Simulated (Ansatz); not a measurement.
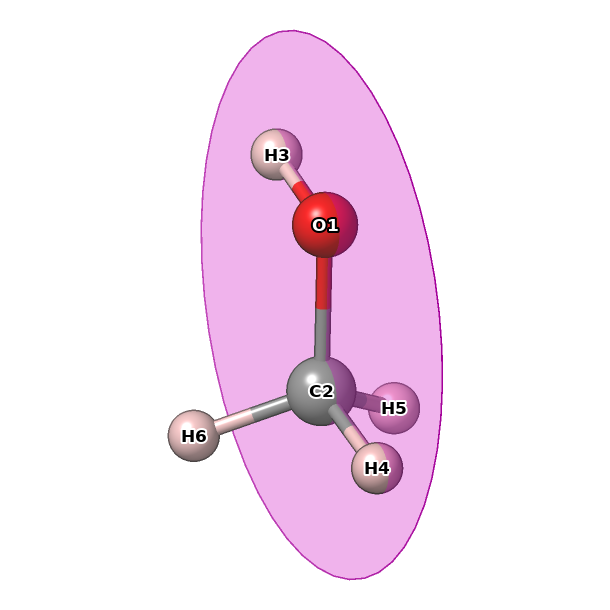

A disc through the centre of mass is drawn in. Atoms fade into the background with distance from the viewer. The computed structure is the end point of a PBE0-D4/def2-TZVP optimisation.

**Is the plane of the disc a mirror plane of the structure?**

Yes. The reflection leaves O1, C2, H3, H4 in place and moves H5 ↔ H6. The point group is Cs.
